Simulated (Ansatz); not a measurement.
# Ti (P6_3/mmc, 2 atoms in the cell): modes against uniaxial strain along c

Aim: how do the optical modes of Ti (P6_3/mmc, 2 atoms in the cell) shift and split under this strain?

Calculated with Ansatz 0.2.0; DFT PBEsol, scalar-relativistic, plane waves, PAW; PAW set soft_1.

## (1) Set-up

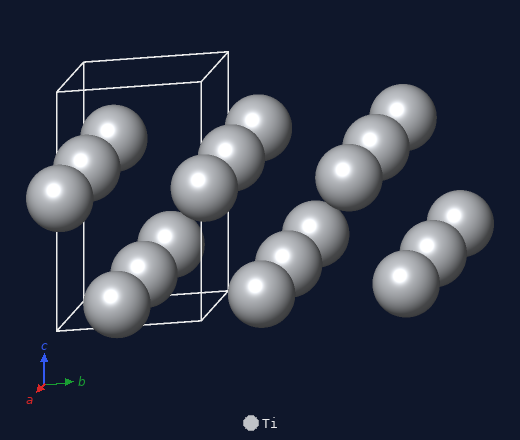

The starting structure, seen slightly off an axis (titanium light grey). 3×3×1 cells are drawn.

Structure file:

```cif
data_structure
_symmetry_space_group_name_H-M 'P 1'
_symmetry_Int_Tables_number 1
_cell_length_a 2.9500
_cell_length_b 2.9500
_cell_length_c 4.6800
_cell_angle_alpha 90.000
_cell_angle_beta 90.000
_cell_angle_gamma 120.000
_cell_volume 35.27
loop_
_atom_site_label
_atom_site_type_symbol
_atom_site_fract_x
_atom_site_fract_y
_atom_site_fract_z
_atom_site_occupancy
Ti1 Ti 0.33333 0.66667 0.25000 1
Ti2 Ti 0.66667 0.33333 0.75000 1
```

## (2) Relaxation

The cell and atoms are relaxed, since residual forces and stress would shift the frequencies.

input.yaml reads:

```yaml
crystal:
  lattice:
    - [2.95, 0.0, 0.0]
    - [-1.475, 2.5547749412, 0.0]
    - [0.0, 0.0, 4.68]
  atoms:
    - { symbol: Ti, position: [0.33333333, 0.66666667, 0.25] }
    - { symbol: Ti, position: [0.66666667, 0.33333333, 0.75] }
kpoints:
  mp_grid: { grid: [18, 18, 10] }
hamiltonian:
  xc: pbesol
  pseudopotentials: { kind: paw, azcp: { folder: soft_1 }, xc_functional: pbe }
scf:
  occupations: { method: gaussian, width: 0.1 }
output:
  forces: true
  stress: true
  eigenvalues: true
relax:
  adjacent_minimum: "off"
  f_tol: 0.005
  max_steps: 80
  cell: { stress_tol: 0.05 }
```

The run is started by

```sh
$ ansatz run input.yaml --threads 4 --pin off --max-ram 10240MiB --backend cpu --events-out ev --progress --plain --runs-dir out
```

Numbers of over 12 decimals in the logs are rounded to 6 here.

What it wrote:

```text
Engine: ansatz 0.2.0, aarch64-unknown-linux-gnu
Pseudopotentials: kind: paw
Pseudopotential: Ti, paw, valence charge 12, recommended cutoff 420 eV (normal), soft_1/Ti.paw.azcp
Functional definition: PBEsol
  exchange = pbesol_x
  correlation = pbesol_c
Crystal: 2 atoms, lattice volume = 35.271 Å³
Basis set: ecut = 420 eV, 687 PW (Γ), exchange–correlation on 40×40×64 points (8 copies of the dense FFT grid, shifted against one another)
Bands: 16, of which v1, the nominal top of the filled ones, is band 12 counted from 1 (11 counted from 0)
Symmetry: 24 space group operations
Space group: P63/mmc (ITA 194), of the structure as read, at distance tolerance 3.3e-5 Å
k-points: 222 of 3240
Non-local potential: Ti, projectors of the file, l = 0: 3, l = 1: 2, l = 2: 3, l = 3: 1
PAW form: soft (Blöchl's): semilocal exchange-correlation on the pseudo side does not see the compensation charge
PAW frozen core: Ti, regenerated for the run's functional, and the local potential with it (the file was generated under x = pbe(κ = 0.804, μ = 0.219515), c = pbe(β = 0.066725))
PAW one-centre angular grid: Ti, 590 points (default); XC on 64 Gauss nodes
Initial density: superposition of atomic densities (chi_scale 0.1, normalization cell)
Initial wavefunctions: pseudopotential atomic-orbital guess
Functional: x = pbesol(κ = 0.804, μ = 0.123457), c = pbesol(β = 0.046)
SCF iter   1: F=—  HF=-4948.262162 eV  |F-HF|=—  |Δ(HF+E_count)|=         —  Δρ=6.41e-2  dr2=1.51e0  ethr=3.10e-3  ⟨swp⟩=3.3  Hψ=13850  notcnv=0
preconditioner: auto → none  [metal: Δε(μ)=0.005 eV  Ē_g=3.139 eV  σ=0.100 eV  W_gap=0.03  n_scr=8 (ndim 8)  ℏωp=17.7 eV  f_vac=0.000  D(μ)=1.62/eV (n_scr^D=22)  sad-step TF]
SCF iter   2: F=—  HF=-4947.893004 eV  |F-HF|=—  |Δ(HF+E_count)|=   3.69e-1  Δρ=3.16e-2  dr2=3.95e-1  ethr=3.10e-3  ⟨swp⟩=2.5  Hψ=7254  notcnv=0  defer=12
SCF iter   3: F=—  HF=-4947.770101 eV  |F-HF|=—  |Δ(HF+E_count)|=   1.23e-1  Δρ=1.88e-3  dr2=6.01e-4  ethr=1.65e-3  ⟨swp⟩=2.2  Hψ=5557  notcnv=0  defer=12
SCF iter   4: F=—  HF=-4947.770751 eV  |F-HF|=—  |Δ(HF+E_count)|=   6.50e-4  Δρ=2.23e-4  dr2=1.03e-5  ethr=2.50e-6  ⟨swp⟩=2.2  Hψ=7220  notcnv=0  defer=12
SCF iter   5: F=—  HF=-4947.770786 eV  |F-HF|=—  |Δ(HF+E_count)|=   3.58e-5  Δρ=5.10e-5  dr2=6.14e-7  ethr=4.27e-8  ⟨swp⟩=2.0  Hψ=4417  notcnv=0  defer=12
SCF iter   6: F=-4947.770786 eV  HF=-4947.770786 eV  |F-HF|=7.25e-9  |Δ(HF+E_count)|=   2.19e-7  Δρ=7.06e-6  dr2=9.96e-9  ethr=4.17e-10  ⟨swp⟩=5.2  Hψ=15359  notcnv=0
SCF 1 converged in 6 iterations: F = -4947.770786 eV  dr2 = 9.96e-9
  greatest PAW one-centre occupation: 0.999 electrons in one spin orbital (limit 2), on the Ti atom at site 1 (counted from 0), in its partial waves of l = 0
relax step   1: F+E_penalty+E_count = -4947.77078614 eV  Δ(F+E_penalty+E_count) = +0.000e0 eV  max|allowed force component| = 1.295e-16 eV/Å  Δτ_max = 0.0000 Å  P = -5.821 GPa  Ω = 35.271 Å³  (6 SCF iters, dr2 threshold 1.00e-7 eV, accepted)
Crystal: 2 atoms, lattice volume = 31.222 Å³
Basis set: ecut = 420 eV, 615 PW (Γ), exchange–correlation on 40×40×64 points (8 copies of the dense FFT grid, shifted against one another)
Initial density: handed on by an earlier stage of this run
Initial wavefunctions: those handed on with the density
iter 1 solved again at ethr=2.94e-5 eV; its pass at ethr=3.10e-3 eV (dr2=7.06e-3 eV) is discarded
SCF iter   1: F=—  HF=-4947.744543 eV  |F-HF|=—  |Δ(HF+E_count)|=         —  Δρ=4.90e-3  dr2=7.17e-3  ethr=2.94e-5  ⟨swp⟩=1.0  Hψ=23276  notcnv=0
preconditioner: auto → none  [metal: Δε(μ)=0.004 eV  Ē_g=3.116 eV  σ=0.100 eV  W_gap=0.02  n_scr=8 (ndim 8)  ℏωp=18.8 eV  f_vac=0.000  D(μ)=1.73/eV (n_scr^D=22)]
SCF iter   2: F=—  HF=-4947.744630 eV  |F-HF|=—  |Δ(HF+E_count)|=   8.73e-5  Δρ=1.90e-3  dr2=4.13e-4  ethr=2.94e-5  ⟨swp⟩=3.0  Hψ=6445  notcnv=0
SCF iter   3: F=—  HF=-4947.745419 eV  |F-HF|=—  |Δ(HF+E_count)|=   7.89e-4  Δρ=5.50e-4  dr2=3.31e-5  ethr=1.72e-6  ⟨swp⟩=2.0  Hψ=4435  notcnv=0
SCF iter   4: F=—  HF=-4947.745528 eV  |F-HF|=—  |Δ(HF+E_count)|=   1.09e-4  Δρ=5.07e-5  dr2=8.16e-7  ethr=1.38e-7  ⟨swp⟩=2.0  Hψ=4451  notcnv=0
iter 5 did not close the SCF: its close was put off for the readings that it lacked (scf_convergence_deferred on its scf_iter line)
SCF iter   5: F=-4947.745528 eV  HF=-4947.745528 eV  |F-HF|=5.67e-9  |Δ(HF+E_count)|=   2.26e-7  Δρ=6.40e-6  dr2=7.33e-9  ethr=3.40e-9  ⟨swp⟩=2.0  Hψ=4316  notcnv=0
SCF iter   6: F=-4947.745528 eV  HF=-4947.745528 eV  |F-HF|=2.09e-11  |Δ(HF+E_count)|=   3.47e-9  Δρ=3.43e-7  dr2=1.47e-11  ethr=3.06e-11  ⟨swp⟩=1.1  Hψ=10708  notcnv=0
SCF 2 converged in 6 iterations: F = -4947.745528 eV  dr2 = 1.47e-11
relax step   2: F+E_penalty+E_count = -4947.74552814 eV  Δ(F+E_penalty+E_count) = +2.526e-2 eV  max|allowed force component| = 2.764e-16 eV/Å  Δτ_max = 0.0000 Å  P = +9.234 GPa  Ω = 31.222 Å³  energy of the carried Pulay correction = +6.258e-4 eV  (6 SCF iters, dr2 threshold 2.00e-7 eV, rejected (line search))
Crystal: 2 atoms, lattice volume = 33.590 Å³
Basis set: ecut = 420 eV, 639 PW (Γ), exchange–correlation on 40×40×64 points (8 copies of the dense FFT grid, shifted against one another)
iter 1 solved again at ethr=1.04e-5 eV; its pass at ethr=3.10e-3 eV (dr2=2.49e-3 eV) is discarded
SCF iter   1: F=—  HF=-4947.805055 eV  |F-HF|=—  |Δ(HF+E_count)|=         —  Δρ=2.79e-3  dr2=2.56e-3  ethr=1.04e-5  ⟨swp⟩=1.0  Hψ=23181  notcnv=0
preconditioner: auto → none  [metal: Δε(μ)=0.022 eV  Ē_g=2.895 eV  σ=0.100 eV  W_gap=0.12  n_scr=8 (ndim 8)  ℏωp=18.1 eV  f_vac=0.000  D(μ)=1.86/eV (n_scr^D=22)]
SCF iter   2: F=—  HF=-4947.805241 eV  |F-HF|=—  |Δ(HF+E_count)|=   1.86e-4  Δρ=1.17e-3  dr2=1.73e-4  ethr=1.04e-5  ⟨swp⟩=3.0  Hψ=6451  notcnv=0
SCF iter   3: F=—  HF=-4947.805550 eV  |F-HF|=—  |Δ(HF+E_count)|=   3.09e-4  Δρ=3.15e-4  dr2=1.31e-5  ethr=7.20e-7  ⟨swp⟩=2.0  Hψ=4316  notcnv=0
SCF iter   4: F=—  HF=-4947.805595 eV  |F-HF|=—  |Δ(HF+E_count)|=   4.42e-5  Δρ=3.13e-5  dr2=3.46e-7  ethr=5.44e-8  ⟨swp⟩=2.0  Hψ=4457  notcnv=0
SCF iter   5: F=—  HF=-4947.805594 eV  |F-HF|=—  |Δ(HF+E_count)|=   8.94e-8  Δρ=4.20e-6  dr2=3.46e-9  ethr=1.44e-9  ⟨swp⟩=2.0  Hψ=4313  notcnv=0
SCF iter   6: F=—  HF=-4947.805594 eV  |F-HF|=—  |Δ(HF+E_count)|=   1.79e-9  Δρ=2.08e-7  dr2=4.62e-12  ethr=1.00e-12  ⟨swp⟩=3.6  Hψ=16551  notcnv=0
SCF iter   7: F=-4947.805594 eV  HF=-4947.805594 eV  |F-HF|=9.09e-13  |Δ(HF+E_count)|=  1.27e-11  Δρ=3.72e-8  dr2=3.46e-13  ethr=1.00e-12  ⟨swp⟩=4.1  Hψ=12124  notcnv=0
SCF 3 converged in 7 iterations: F = -4947.805594 eV  dr2 = 3.46e-13
relax step   3: F+E_penalty+E_count = -4947.80559450 eV  Δ(F+E_penalty+E_count) = -3.481e-2 eV  max|allowed force component| = 5.089e-16 eV/Å  Δτ_max = 0.0000 Å  P = -0.551 GPa  Ω = 33.590 Å³  energy of the carried Pulay correction = +2.512e-4 eV  (7 SCF iters, accepted)
[...]
relax step   4: F+E_penalty+E_count = -4947.80590258 eV  Δ(F+E_penalty+E_count) = -3.081e-4 eV  max|allowed force component| = 1.758e-16 eV/Å  Δτ_max = 0.0000 Å  P = +0.042 GPa  Ω = 33.423 Å³  energy of the carried Pulay correction = +2.768e-4 eV  (6 SCF iters, dr2 threshold 2.00e-7 eV, accepted)
[...]
relax step   5: F+E_penalty+E_count = -4947.80590435 eV  Δ(F+E_penalty+E_count) = -1.773e-6 eV  max|allowed force component| = 2.220e-16 eV/Å  Δτ_max = 0.0000 Å  P = +0.003 GPa  Ω = 33.434 Å³  energy of the carried Pulay correction = +2.751e-4 eV  (6 SCF iters, dr2 threshold 9.88e-9 eV, accepted)
Initial wavefunctions: pseudopotential atomic-orbital guess (no wavefunctions were taken with the density)
iter 1 solved again at ethr=6.22e-10 eV; its pass at ethr=3.10e-3 eV (dr2=1.49e-7 eV) is discarded
SCF iter   1: F=—  HF=-4947.805555 eV  |F-HF|=—  |Δ(HF+E_count)|=         —  Δρ=3.72e-5  dr2=4.54e-8  ethr=6.22e-10  ⟨swp⟩=3.0  Hψ=24759  notcnv=0
preconditioner: auto → none  [metal: Δε(μ)=0.017 eV  Ē_g=2.922 eV  σ=0.100 eV  W_gap=0.09  n_scr=8 (ndim 8)  ℏωp=18.2 eV  f_vac=0.000  D(μ)=1.82/eV (n_scr^D=22)]
SCF iter   2: F=—  HF=-4947.805550 eV  |F-HF|=—  |Δ(HF+E_count)|=   4.39e-6  Δρ=1.95e-5  dr2=2.13e-8  ethr=1.89e-10  ⟨swp⟩=2.1  Hψ=5911  notcnv=0
SCF iter   3: F=—  HF=-4947.805550 eV  |F-HF|=—  |Δ(HF+E_count)|=   2.40e-8  Δρ=3.89e-6  dr2=4.58e-9  ethr=8.88e-11  ⟨swp⟩=2.0  Hψ=4436  notcnv=0
SCF iter   4: F=—  HF=-4947.805550 eV  |F-HF|=—  |Δ(HF+E_count)|=   1.56e-9  Δρ=5.64e-7  dr2=4.44e-11  ethr=1.91e-11  ⟨swp⟩=2.0  Hψ=5615  notcnv=0
iter 5 did not close the SCF: its close was put off for the readings that it lacked (scf_convergence_deferred on its scf_iter line)
SCF iter   5: F=-4947.805550 eV  HF=-4947.805550 eV  |F-HF|=0.00e0  |Δ(HF+E_count)|=  1.36e-11  Δρ=4.53e-8  dr2=2.71e-13  ethr=1.00e-12  ⟨swp⟩=1.0  Hψ=3552  notcnv=0
SCF iter   6: F=-4947.805550 eV  HF=-4947.805550 eV  |F-HF|=9.09e-13  |Δ(HF+E_count)|=  9.09e-13  Δρ=1.39e-8  dr2=1.33e-14  ethr=1.00e-12  ⟨swp⟩=2.8  Hψ=11118  notcnv=0
SCF 6 converged in 6 iterations: F = -4947.805550 eV  dr2 = 1.33e-14
relax step   6: F+E_penalty+E_count = -4947.80555042 eV  Δ(F+E_penalty+E_count) = +3.539e-4 eV  max|allowed force component| = 2.498e-16 eV/Å  Δτ_max = 0.0000 Å  P = +0.017 GPa  Ω = 33.434 Å³  stress off target by 2.56e-2 GPa  SCF on the basis re-selected at this cell (its energy is not comparable with the rows above)  (6 SCF iters)
basis re-selected at this cell: Δ(F+E_penalty+E_count) = +3.539e-4 eV, ΔP = +0.014 GPa vs the last step (what re-selecting the basis moved, of the pressure what is left beyond the Pulay correction that the steps carried, after the strain that the cell walked since its last selection, with what the two solves' SCF thresholds leave and, on support functions, any second-order correction that the steps lacked; it is no m [...]
SCF converged after 6 iterations
Free energy (F): -4947.805550 eV
Harris-Foulkes:  -4947.805550 eV  (|F-HF|=9.09e-13)
Internal energy: -4947.796442 eV  (E = F + TS)
E sigma→0 (E₀):  -4947.800996 eV
Entropy (-TS):   -0.009108 eV (-4.554 meV/atom)
Fermi energy:    13.778573 eV
--- Per-component energies (eV) ---
  E_band       = -302.256869
  E_kinetic    = 563.560335
  E_local      = -1704.529969  (includes V_loc(G=0)·N_el)
  E_nonlocal   = 123.834436
  E_hartree    = 676.495836
  E_xc         = -230.855520
  E_vxc        = -290.443843  (∫ρ·V_xc dr)
  E_paw        = -2034.759862  (= ΣΔE_a)
  E_vpaw       = -347.669338  (= ΣTr[D̂ρ^β])
  E_aug_tail   = -0.000162  (compensation charges beyond the density's cutoff)
  E_ewald      = -2341.820305
  E_core_change = 0.278769  (= ΣΔE_core)
  E_smearing   = -0.009108  (= −TS)
  E_closure    = 0.000000  (closes the sum)
  Σ components = -4947.805550   (vs F -4947.805550, Δ=0.00e0)
--- Forces (eV/Å), atoms counted from 1 ---
  atom   1  Ti     0.00000000    -0.00000000     0.00000000
  atom   2  Ti    -0.00000000     0.00000000    -0.00000000
  max |Σ_I F_I| component: 1.85e-17 eV/Å
--- Stress (GPa, compression-positive) ---
        0.025644       0.000000      -0.000000
        0.000000       0.025644       0.000000
       -0.000000       0.000000       0.000176
  P = ⅓ Tr σ = 0.0172 GPa (0.172 kbar)
--- Band table (eV; the first three rows and the last of 222) ---
  k-point 0: bands = [... 8 lower, 7.5004, 10.9851, 14.5655, 14.5655, 14.6518, 14.6996, 15.0986, 15.0986]
  k-point 1: bands = [... 8 lower, 7.5881, 10.9497, 14.4944, 14.5195, 14.5195, 14.6497, 15.0483, 15.0483]
  k-point 2: bands = [... 8 lower, 7.8460, 10.8125, 14.1486, 14.4372, 14.4372, 14.5082, 14.9177, 14.9177]
  k-point 221: bands = [... 8 lower, 12.4662, 12.4662, 12.6323, 12.6323, 13.5745, 13.5745, 15.5190, 15.5190]
--- Relaxed structure (5 steps of the walk, 4 accepted, 1 SCFs on fresh bases) ---
  F+E_penalty+E_count = -4947.80555042 eV   max|allowed force component| = 2.498e-16 eV/Å   (the final SCF, on the basis selected at the relaxed cell)
  cell:  # Å, volume = 33.4341 Å³
    - [2.900008, 0.0, 0]
    - [-1.450004, 2.511481, -1.7050205284618237e-18]
    - [0, -3.1233655632732052e-18, 4.590513]
  atoms:
    - { symbol: Ti, position: [0.333333, 0.666667, 0.250000] }
    - { symbol: Ti, position: [0.666667, 0.333333, 0.75] }
```

The job ended after 8.6 s (4 threads of Arm Neoverse V2, shared host; peak memory 0.43 GiB).

The steps of the relaxation:

```csv
step,energy less that of the first step (eV),largest force component (eV/Å),pressure (GPa),volume (Å³)
1,0.0000,0.0000,-5.82,35.27
2,0.0253,0.0000,9.23,31.22
3,-0.0348,0.0000,-0.55,33.59
4,-0.0351,0.0000,0.04,33.42
5,-0.0351,0.0000,0.00,33.43
6*,-0.0348,0.0000,0.02,33.43
```

Relaxation steps marked * repeat the geometry before them on a plane-wave basis chosen anew for their cell, so energy and pressure can jump there. Relaxation step 2 was tried and not accepted.

Forces are held to the 24 operations that the run works with; a distortion that breaks them can't arise in this run.

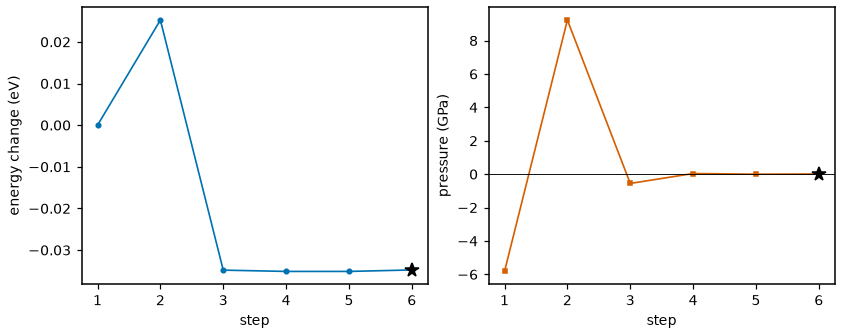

Energy and pressure along the relaxation. Stars mark steps on a basis chosen anew.

```
conventional cell, symmetrised  before  after  change
                         a (Å)   2.950  2.900  -1.7 %
                         b (Å)   2.950  2.900  -1.7 %
                         c (Å)   4.680  4.591  -1.9 %
              volume (Å³/atom)   17.64  16.72  -5.2 %
```

Final coordinates:

```cif
data_structure
_symmetry_space_group_name_H-M 'P 1'
_symmetry_Int_Tables_number 1
_cell_length_a 2.9000
_cell_length_b 2.9000
_cell_length_c 4.5905
_cell_angle_alpha 90.000
_cell_angle_beta 90.000
_cell_angle_gamma 120.000
_cell_volume 33.43
loop_
_atom_site_label
_atom_site_type_symbol
_atom_site_fract_x
_atom_site_fract_y
_atom_site_fract_z
_atom_site_occupancy
Ti1 Ti 0.33333 0.66667 0.25000 1
Ti2 Ti 0.66667 0.33333 0.75000 1
```

Numbers from this step:

- pressure: 0.01716 GPa
- volume per atom: 16.72 Å³
- gap on the k-mesh: 0 eV

In this step the volume went from 17.64 to 16.72 Å³/atom.

## (3) Tight relaxation

Phonons need small forces and stress, so the relaxation is finished with tight tolerances on 18×18×12 k points.

input.yaml, the sections that differ from step 2:

```yaml
crystal:
  lattice:
    - [2.9000080466, 0.0, 0.0]
    - [-1.4500040233, 2.5114806395, 0.0]
    - [0.0, 0.0, 4.5905126127]
  atoms:
    - { symbol: Ti, position: [0.3333333333, 0.6666666667, 0.25] }
    - { symbol: Ti, position: [0.6666666667, 0.3333333333, 0.75] }
kpoints:
  mp_grid: { grid: [18, 18, 12] }
scf:
  occupations: { method: methfessel_paxton, width: 0.2 }
relax:
  adjacent_minimum: "off"
  f_tol: 0.001
  max_steps: 60
  cell: { stress_tol: 0.01 }
# hamiltonian, output: as in step 2
```

What it wrote:

```text
[...]
Crystal: 2 atoms, lattice volume = 33.434 Å³
Basis set: ecut = 420 eV, 627 PW (Γ), exchange–correlation on 40×40×64 points (8 copies of the dense FFT grid, shifted against one another)
Bands: 16, of which v1, the nominal top of the filled ones, is band 12 counted from 1 (11 counted from 0)
Symmetry: 24 space group operations
[...]
k-points: 259 of 3888
[...]
k-point 258: bands = [... 8 lower, 12.4665, 12.4665, 12.6322, 12.6322, 13.5761, 13.5761, 15.5206, 15.5206]
--- Relaxed structure (3 steps of the walk, 3 accepted, 1 SCFs on fresh bases) ---
[...]
cell:  # Å, volume = 33.4312 Å³
    - [2.900442, 0.0, 0.0]
    - [-1.450221, 2.511856, 0.0]
    - [0.0, 0.0, 4.588740]
  atoms:
    - { symbol: Ti, position: [0.333333, 0.666667, 0.25] }
    - { symbol: Ti, position: [0.666667, 0.333333, 0.750000] }
[key lines of the parts left out:]
SCF converged after 4 iterations
Free energy (F): -4947.798770 eV
Fermi energy:    13.784615 eV
P = ⅓ Tr σ = -0.0049 GPa (-0.049 kbar)
```

Elapsed: 5.4 s, on 4 threads; peak memory 0.44 GiB; 20 s of CPU time.

Little changed from the start: no atom moved by 0.005 Å and no cell edge by 0.1 %.

This step gave:

| Quantity | Value |
| --- | --- |
| pressure | -0.004889 GPa |

The forces vanish by symmetry and the pressure is -0.005 GPa, within the tolerances set. The cell now holds 16.72 Å³/atom.

(Continued in part 2 of 2.)

[Logs are printed without paths, hosts, clocks, repeated set-up lines and the standing remarks that a program may print on its own settings, such as how far it seeks lower states.]

[Hosts, paths, dates, database ids (printed as entryN), source tags and the programs' standing remarks are cut or masked in the printed files.]
